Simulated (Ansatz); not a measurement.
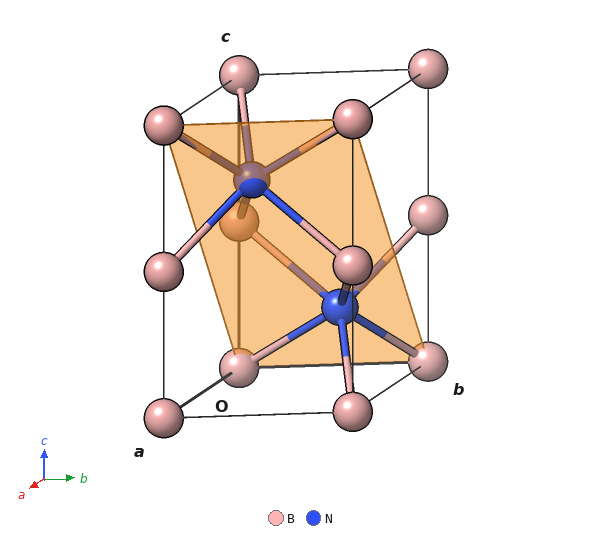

Every member of one family of equally spaced planes, hx + ky + lz = a whole number, that cuts the unit cell is shaded (one member passes through the origin O). Crystal: BN, the input geometry of an electronic-structure calculation (not necessarily at equilibrium); the starting structure was generated, so it need not be a known form of this composition. Symmetry computed with spglib at a tolerance of 0.002 Å; standard conventional cell.

a = 2.491 Å, b = 2.491 Å, c = 4.001 Å, α = 90.00°, β = 90.00°, γ = 120.00°.

### Which (hkl) family is drawn?

(1 0 −1), in four indices (1 0 −1 −1); the opposite sign names the same planes. The member next to the origin meets the axes a at 1, b never, c at −1.

### What is the spacing?

d = 1.899 Å.

### Which atoms of the cell lie in these planes (within 0.03 Å)?

1 of the 2 B.

### The space group is P6_3/mmc, No. 194. How many reflections hkl are equivalent to this one (itself included), and does it occur?

12 reflections are equivalent in the Laue class 6/mmm. The space group allows the reflection.
